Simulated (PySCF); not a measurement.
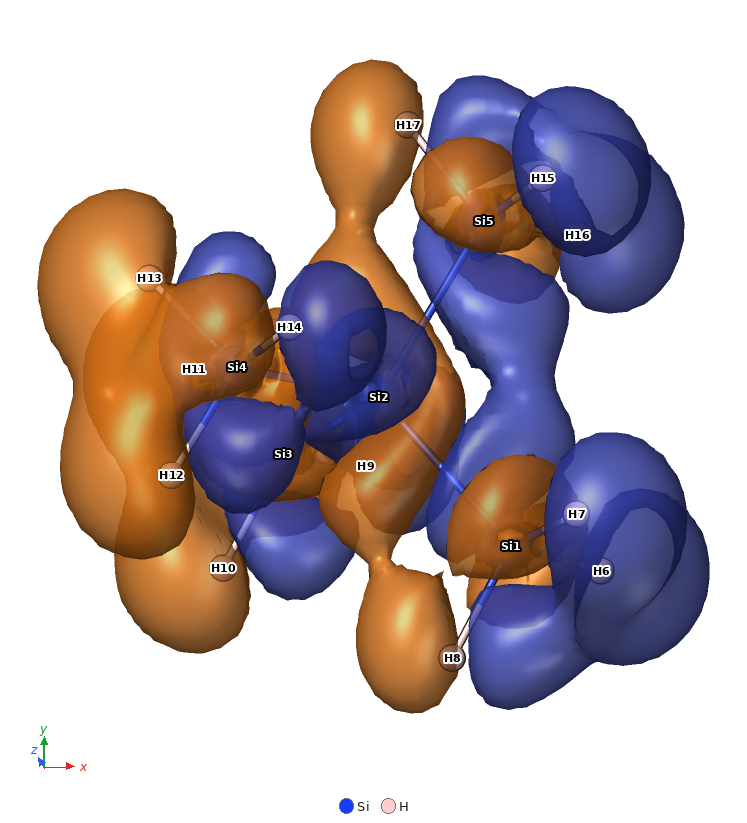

*H12Si5, SMILES `[SiH3][Si]([SiH3])([SiH3])[SiH3]`. Change of the electron density in a uniform field of 0.21 V/Å, surfaces at ±0.001 e/Å³ (orange: gain, blue: loss).*

PySCF calculation, B3LYP/def2-SVPD, gas phase; geometry: GFN2-xTB. No frequency check shows the geometry to be a minimum.

Q: Along which Cartesian direction does the field point?

A: Along +x: electrons gather on the −x side, against the field.

Q: How large is the response?

A: The induced dipole is 1.57 D (along the field); α along this axis, from the fields in both directions, is 154 bohr³ (22.8 Å³).

Q: Which atoms gain and lose the most charge?

A: Electrons gather most on H13 (Hirshfeld charge changes by −0.010 e) and leave H6 most (+0.009 e); 0.121 electrons are displaced in all.
